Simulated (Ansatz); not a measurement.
## Geometry relaxation, with input and output: Cu$_{2}$F (charge +1)

The run: geometry relaxation of Cu$_{2}$F, charge +1. Method and program: RKS PBE-D4/def2-TZVP (Ansatz 0.2.0).

The geometry: GFN1-xTB start.

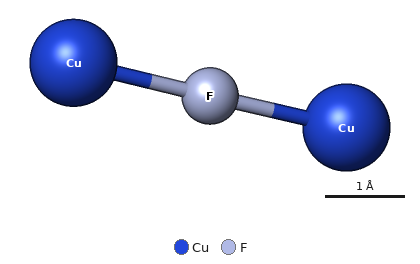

Figure 1. The starting structure (ball-and-stick view, seen at a tilt). Sticks mark near contacts.

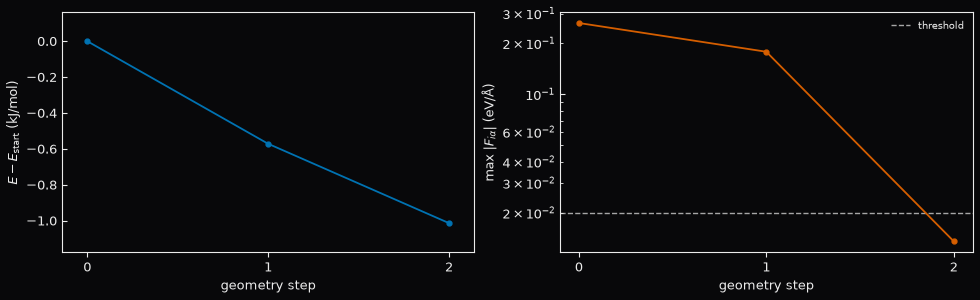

Figure 2. Progress of the relaxation, step by step (the first geometry is step 0 here and step 1 in the log).

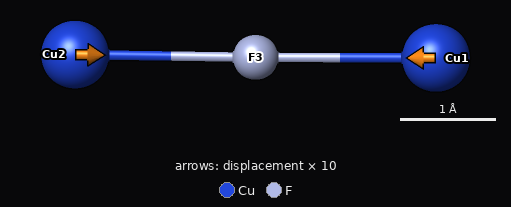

Figure 3. The starting structure with the displacements as orange arrows, magnified 10 times (ball-and-stick view, seen at a tilt). The two geometries are laid on each other by the best rigid fit. After 2 geometry steps the energy has fallen by 1.01 kJ/mol. Largest force component: 0.26 eV/Å at the start, 0.014 eV/Å at the end. The atom that moves furthest after the best rigid fit is Cu2 (0.033 Å). By element the largest moves are Cu 0.033 Å, F 0.001 Å. Among the contacts that change: Cu1–F3 1.900 → 1.868 Å. (Atoms are counted from 1 in the order of the input.)

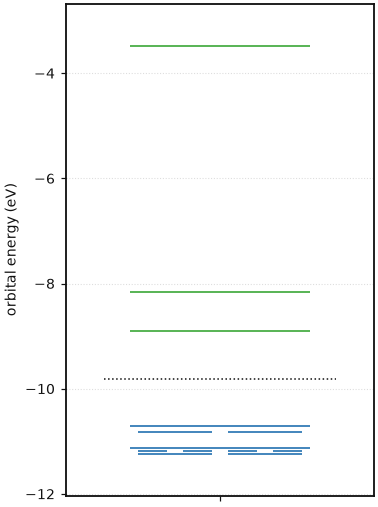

Figure 4. Orbital energies near the frontier; the dotted line parts filled from empty levels, and levels within 0.02 eV of each other stand side by side. Highest filled −10.70 eV, lowest empty −8.91 eV, 1.79 eV apart.

The input that produced these results follows, with the program's output.

Input
```yaml
crystal:
  periodic: [false, false, false]
  atoms:
    - {symbol: Cu, position_ang: [0.547480, 1.509250, -1.016740]}
    - {symbol: Cu, position_ang: [-0.554750, -1.508290, 1.015380]}
    - {symbol: F, position_ang: [0.007260, -0.000960, 0.001350]}
basis:
  gaussian: {orbitals: def2-TZVP}
total_charge: 1
hamiltonian: {xc: pbe, dispersion: d4}
scf: {lower_state_search: "off"}
output: {orbitals: {seedname: orbitals}}
relax: {f_tol: 0.02, max_steps: 100}
```

Command:
```bash
ansatz run in.yaml --threads 4 --pin off --events-out ev --progress --plain --max-ram 3916MiB
```

The program's output
```
Functional definition: PBE
  name "PBE"
  cite "Perdew, Burke & Ernzerhof, Phys. Rev. Lett. 77, 3865 (1996) doi:10.1103/PhysRevLett.77.3865"
  parent pbe
  parameter kappa = 0.804
  parameter beta = 0.06672455060314922
  exchange = pbe_x(kappa = kappa, mu = beta*pi^2/3)
  correlation = pbe_c(beta = beta)
these checks for a lower state are left out or cut short: stability, starts, cluster_reference, orbital_swaps, neighbouring_geometries, increment
1062 factors; their error is unknown
mean field evaluation 1: about -91943.5320 eV, gradient 2.0e2 eV
mean field evaluation 2: about -90516.5131 eV, gradient 8.8e2 eV
mean field evaluation 4: about -91961.2594 eV, gradient 1.2e2 eV
mean field evaluation 8: about -91977.4837 eV, gradient 2.3e0 eV
mean field evaluation 16: about -91977.4309 eV, gradient 1.2e-4 eV
mean field -91977.43094868 eV, -3380.1082428220 hartree, gradient 2.3e-6 eV, S^2 0.000000; 0 other end points of the search recorded, 0 dependent functions left out
the calculation of the forces begins
reference -91977.43099569 eV, -3380.1082445497 hartree; 33, 33 occupied and 88, 88 virtual orbitals, 1062 factors
relax step   1: F+E_penalty+E_count = -91977.47960290 eV  Δ(F+E_penalty+E_count) = +0.000e0 eV  max|allowed force component| = 2.639e-1 eV/Å  Δτ_max = 0.0000 Å  (18 SCF iters, accepted)
these checks for a lower state are left out or cut short: stability, starts, cluster_reference, orbital_swaps, neighbouring_geometries, increment
1062 factors; their error is unknown
mean field -91977.43674644 eV, -3380.1084558858 hartree, gradient 1.4e-6 eV, S^2 0.000000; 0 other end points of the search recorded, 0 dependent functions left out
the calculation of the forces begins
reference -91977.43679340 eV, -3380.1084576115 hartree; 33, 33 occupied and 88, 88 virtual orbitals, 1062 factors
relax step   2: F+E_penalty+E_count = -91977.48552538 eV  Δ(F+E_penalty+E_count) = -5.922e-3 eV  max|allowed force component| = 1.785e-1 eV/Å  Δτ_max = 0.0109 Å  (20 SCF iters, accepted)
these checks for a lower state are left out or cut short: stability, starts, cluster_reference, orbital_swaps, neighbouring_geometries, increment
1062 factors; their error is unknown
mean field evaluation 32: about -91977.4410 eV, gradient 4.5e-6 eV
mean field -91977.44104045 eV, -3380.1086136879 hartree, gradient 1.3e-6 eV, S^2 0.000000; 0 other end points of the search recorded, 0 dependent functions left out
the calculation of the forces begins
reference -91977.44108729 eV, -3380.1086154092 hartree; 33, 33 occupied and 88, 88 virtual orbitals, 1062 factors
relax step   3: F+E_penalty+E_count = -91977.49010604 eV  Δ(F+E_penalty+E_count) = -4.581e-3 eV  max|allowed force component| = 1.358e-2 eV/Å  Δτ_max = 0.0222 Å  (20 SCF iters, accepted)
Total energy: -91977.49015288 eV, -3380.1104185363 hartree
Atom 0 at     0.538358     1.483446    -0.999335 Å, force     0.004912     0.012429    -0.008336 eV/Å
Atom 1 at    -0.544867    -1.482075     0.997754 Å, force    -0.004595    -0.013579     0.009178 eV/Å
Atom 2 at     0.006498    -0.001372     0.001571 Å, force    -0.000317     0.001150    -0.000843 eV/Å
Dipole moment:    -0.005940     0.001282    -0.001458 e Å
Checks for a lower state left out: stability, starts, cluster_reference, orbital_swaps, neighbouring_geometries, increment
```

Trajectory as extended XYZ (Å, eV, eV/Å), 3 frames, from step=1 to step=3
```
3
Properties=species:S:1:pos:R:3:forces:R:3 step=1 energy=-91977.47960
Cu    0.5475    1.5092   -1.0167   -0.0904  -0.2536   0.1710
Cu   -0.5547   -1.5083    1.0154    0.0987   0.2639  -0.1775
F     0.0073   -0.0010    0.0014   -0.0083  -0.0102   0.0065
3
Properties=species:S:1:pos:R:3:forces:R:3 step=2 energy=-91977.48552
Cu    0.5444    1.5007   -1.0110   -0.0607  -0.1707   0.1151
Cu   -0.5515   -1.4996    1.0096    0.0669   0.1785  -0.1201
F     0.0071   -0.0011    0.0014   -0.0062  -0.0078   0.0050
3
Properties=species:S:1:pos:R:3:forces:R:3 step=3 energy=-91977.49011
Cu    0.5384    1.4834   -0.9993    0.0049   0.0124  -0.0083
Cu   -0.5449   -1.4821    0.9978   -0.0046  -0.0136   0.0092
F     0.0065   -0.0014    0.0016   -0.0003   0.0011  -0.0008
```

Results in brief

- outcome: converged
- total energy: −91977.4902 eV
- mean-field energy: −91977.4411 eV
- dispersion energy: −0.0491 eV
- HOMO: −10.70 eV
- LUMO: −8.91 eV
- largest force (length of the vector) at the end: 0.017 eV/Å
- hardware: 4 threads of Arm Neoverse N1, 23 GiB of memory available, shared host
- wall time: 4.4 s (CPU time 12 s)
- peak memory: 0.18 GiB
